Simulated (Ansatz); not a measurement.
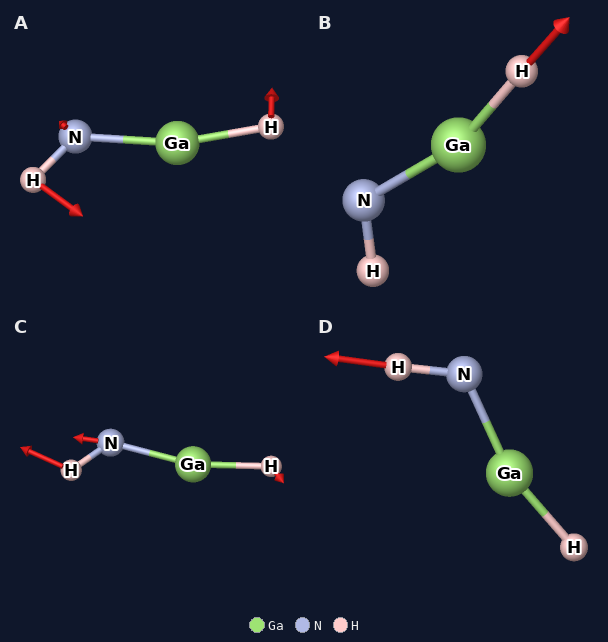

4 normal modes of one molecule or complex, as arrows. Harmonic vibrations computed with RKS PBE0-D4/def2-TZVP (Ansatz 0.2.0) at a stationary point of the same level.

### Match the panels to the wavenumbers 646 cm⁻¹, 919 cm⁻¹, 2093 cm⁻¹, 3600 cm⁻¹.

A: 646 cm⁻¹, Ga–N–H bending
B: 2093 cm⁻¹, Ga–H stretching
C: 919 cm⁻¹
D: 3600 cm⁻¹, N–H stretching
